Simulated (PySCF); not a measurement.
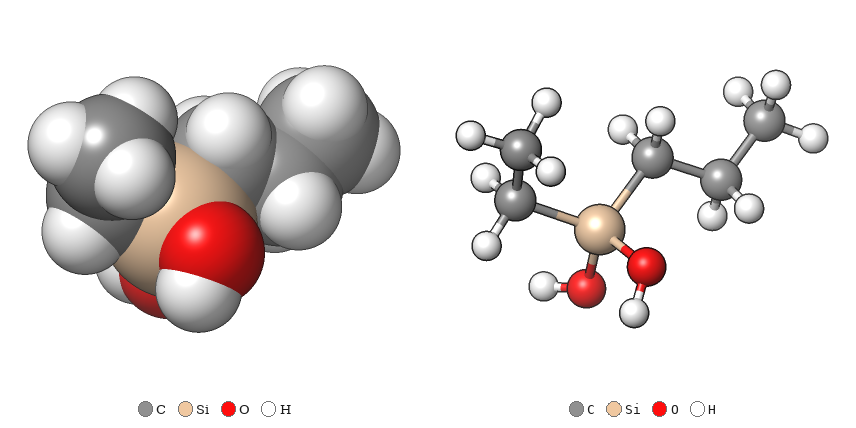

Two views of one molecule.

The computed structure is the end point of a PBE0-D3(BJ)/def2-SVP optimisation. No frequency run is at hand to confirm it as a minimum.

Give the formula.

Answer. C5H14O2Si, 22 atoms: 5 carbon, 14 hydrogen, 2 oxygen and 1 silicon.

Give the symmetry (Schoenflies symbol).

Answer. C1.

Name some functional groups or characteristic bonds that it holds.

Answer. Among them: Si–O bond.

Does it have rings?

Answer. It has no ring.

More results for the same structure follow; atom numbers are the same in all pictures, views and colours differ.

Shape

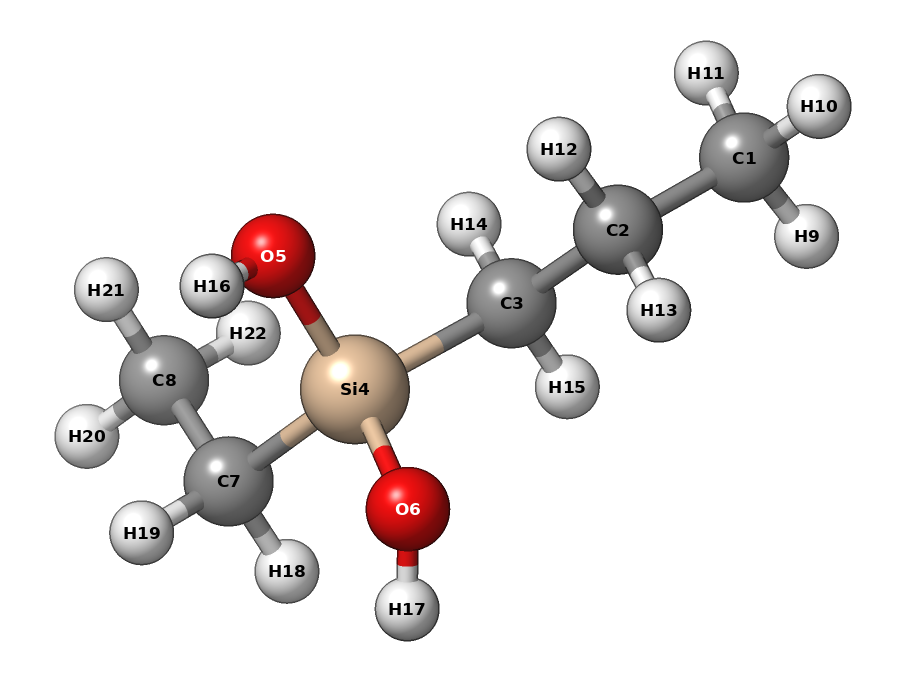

Numbered structure. No frequency run is at hand to confirm it as a minimum.

Give these bond angles: C1–C2–H12, C2–C1–H11, C2–C3–Si4, C3–C2–H13, C3–Si4–O5, C3–Si4–O6, Si4–O5–H16, Si4–C7–H18, Si4–C7–H19, O5–Si4–O6, O6–Si4–C7, C8–C7–H18.

| angle | degrees |
| --- | --- |
| C1–C2–H12 | 109.8 |
| C2–C1–H11 | 111.2 |
| C2–C3–Si4 | 113.7 |
| C3–C2–H13 | 109.1 |
| C3–Si4–O5 | 105.5 |
| C3–Si4–O6 | 112.0 |
| Si4–O5–H16 | 115.3 |
| Si4–C7–H18 | 108.7 |
| Si4–C7–H19 | 107.8 |
| O5–Si4–O6 | 106.2 |
| O6–Si4–C7 | 108.9 |
| C8–C7–H18 | 110.3 |

Quadrupole coupling

No frequency run is at hand to confirm it as a minimum. Electric field gradients from the ground-state density, PBE0/pcSseg-1 in methanol (IEF-PCM) (PySCF 2.14.0), non-relativistic apart from any core potentials.

Give the largest field-gradient component, the quadrupole coupling constant and the asymmetry for 17O at O5 (Q = −25.6 mb), 17O at O6 (Q = −25.6 mb), 2H at H9 (Q = 2.86 mb), 2H at H10 (Q = 2.86 mb), 2H at H11 (Q = 2.86 mb), 2H at H12 (Q = 2.86 mb).

```json
{"atom": "O5", "V_zz (a.u.)": "1.421", "e²qQ/h (MHz)": "−8.55", "η": "0.56"}
{"atom": "O6", "V_zz (a.u.)": "1.440", "e²qQ/h (MHz)": "−8.66", "η": "0.55"}
{"atom": "H9", "V_zz (a.u.)": "0.289", "e²qQ/h (MHz)": "0.194", "η": "0.02"}
{"atom": "H10", "V_zz (a.u.)": "0.293", "e²qQ/h (MHz)": "0.197", "η": "0.02"}
{"atom": "H11", "V_zz (a.u.)": "0.290", "e²qQ/h (MHz)": "0.195", "η": "0.02"}
{"atom": "H12", "V_zz (a.u.)": "0.284", "e²qQ/h (MHz)": "0.191", "η": "0.02"}
```

Electronic properties

No frequency run is at hand to confirm it as a minimum. Method: PBE0/pcSseg-1 in tetrahydrofuran (IEF-PCM) (PySCF 2.14.0).

What does the calculation give?

- dipole moment: 2.75 D
- HOMO energy (Kohn–Sham orbital): −7.54 eV
- LUMO energy (Kohn–Sham orbital): 1.10 eV
- HOMO–LUMO gap: 8.64 eV

NMR shielding

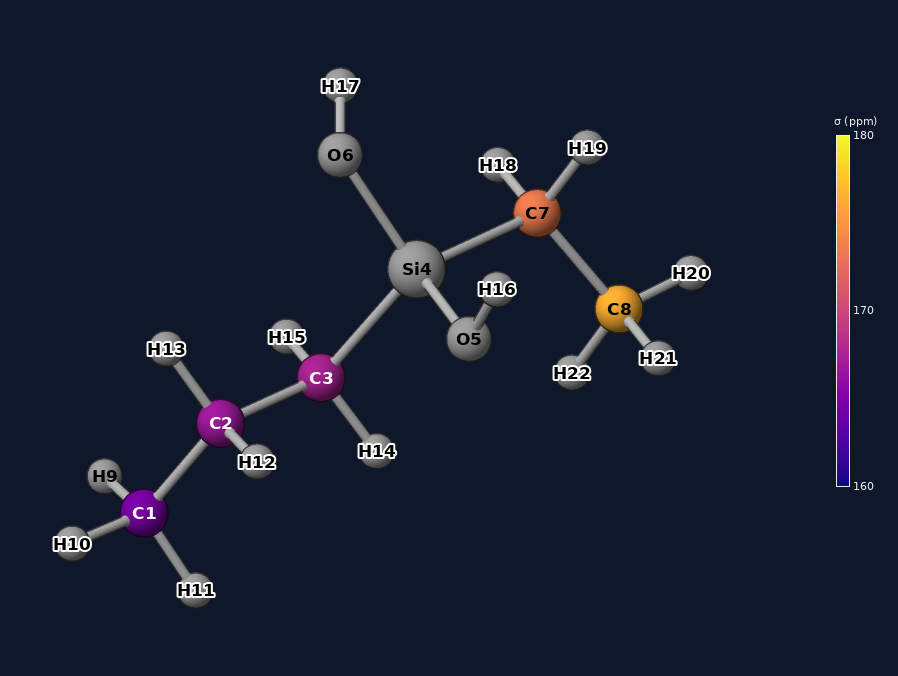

Atoms are coloured by their isotropic NMR shieldings (C only, the others grey). No frequency run is at hand to confirm it as a minimum. Level of theory: GIAO PBE0/pcSseg-1 NMR shielding, non-relativistic, IEF-PCM tetrahydrofuran (PySCF 2.14.0).

List the isotropic NMR shieldings of the C atoms.

```
atom  σ (ppm)
  C1    164.9
  C2    166.9
  C3    167.6
  C7    173.6
  C8    176.4
```

Bond orders

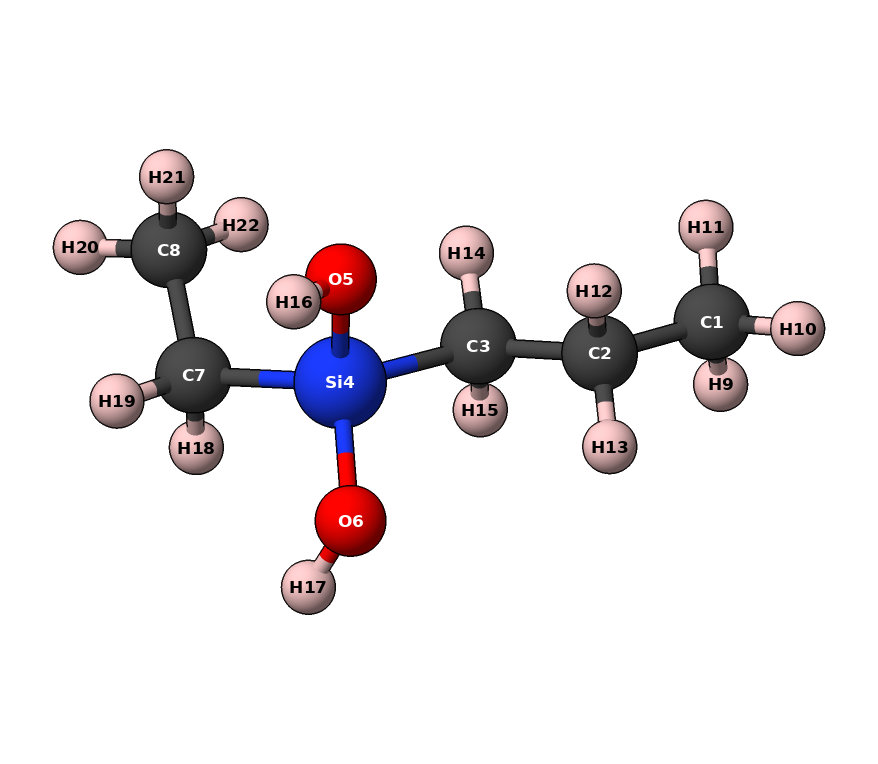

Every bond is drawn as one stick. No frequency run is at hand to confirm it as a minimum. Computed with PBE0/pcSseg-1 in methanol (IEF-PCM) (PySCF 2.14.0).

List the Mayer bond orders of C1–C2, C2–C3, C3–Si4, Si4–O5, Si4–O6, Si4–C7, C7–C8 (bonds between heavy atoms, one of each equivalent set).

```
  bond  Mayer order  length (Å)
 C1–C2         1.06       1.521
 C2–C3         1.03       1.529
C3–Si4         0.89       1.865
Si4–O5         1.02       1.667
Si4–O6         1.01       1.676
Si4–C7         0.89       1.879
 C7–C8         1.05       1.527
```
